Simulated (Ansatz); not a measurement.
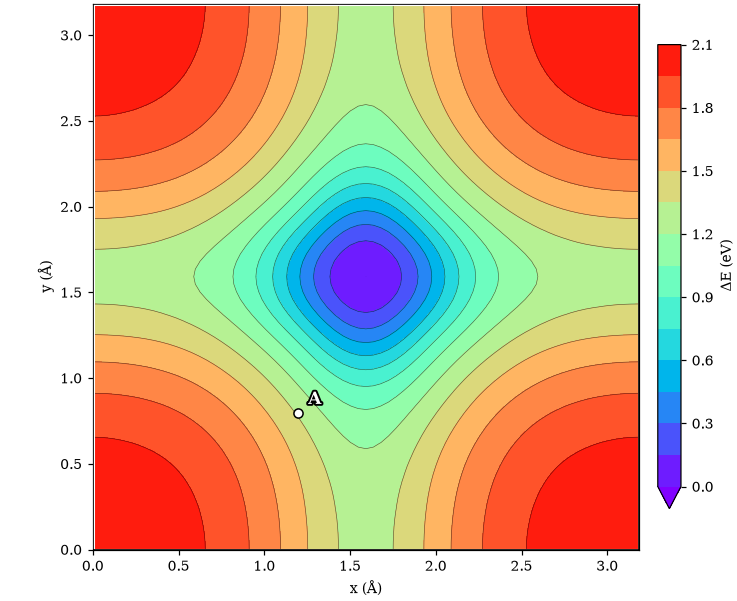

S on a W(100) slab cut from the Im-3m phase, its upper half relaxed before the scan (16 atoms of substrate and one adsorbate in a 2 × 2 cell). 
- S is moved over the surface cell; relaxed at each place: the height of the adsorbate's atoms; substrate rigid; the origin of the map has the adsorbate above W13.
- Places are given modulo a cell vector. The map is drawn in real space over the plane of the surface.
- Grid: 8 × 8 points; 15 points were computed and 49 follow by symmetry.
- Places are given in fractions of the 1 × 1 surface cell.
- All energies are given in eV relative to the lowest grid point.
- Computed with DFT PBE, scalar-relativistic, plane waves, PAW (Ansatz). Settings: cutoff 420 eV, k-mesh 4×4×1, gaussian smearing 0.1 eV, no spin polarisation.

In the figure: filled contours, the outline of one cell of the plane, the point A. Between grid points the surface is interpolated.

**Is A at rest? If not, where is it pushed?**

A, at (3/8, 2/8) of the cell vectors, is not a stationary point. The computed force is 1.2 eV/Å in the plane, pointing up and right in the picture (components 1.0 and 0.7 eV/Å).

PAW datasets: the set soft_1.
